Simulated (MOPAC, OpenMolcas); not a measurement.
# A ladder of methods for C2H5AlF (SMILES [CH2][Al]([CH3])[F])

C2H5AlF: 9 atoms, total charge 0, spin state doublet. SMILES: `[CH2][Al]([CH3])[F]`. Geometry: relaxed at PBE0-D4/def2-TZVP. This is one conformer, not always the lowest.

```tsv
atom	x (Å)	y (Å)	z (Å)
C	-0.6864	1.5875	-0.8200
Al	-0.1128	-0.2287	-0.5965
C	0.6071	-1.0023	1.0293
F	-0.2532	-1.2094	-1.9247
H	-1.0868	1.9892	-1.7488
H	-0.6490	2.3368	-0.0310
H	-0.0093	-1.8398	1.3706
H	1.6112	-1.4034	0.8601
H	0.6679	-0.2763	1.8437
```

Each level gives the dipole moment (D). The values are calculated.

```tsv
level	kind	program	value (D)	CPU time
PM7	semi-empirical	MOPAC	2.10	under 2 s
UHF/def2-SVP	Hartree–Fock	OpenMolcas	2.04	11 s
USVWN5/def2-SVP	LDA	OpenMolcas	1.92	37 s
UBLYP/def2-SVP	GGA	OpenMolcas	1.79	61 s
UM06-L/def2-SVP	meta-GGA	OpenMolcas	1.86	66 s
UBHLYP/def2-SVP	global hybrid	OpenMolcas	1.98	54 s
UM06-2X/def2-SVP	hybrid meta-GGA	OpenMolcas	1.98	59 s
```

The values span 1.79 to 2.10 D. Magnitudes only. Times are those of the runs behind each value, whatever else they computed, on shared processors of several kinds: orders of magnitude only.

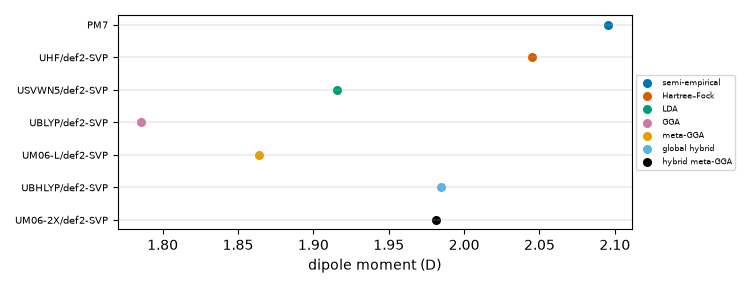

The values of the table, level by level.
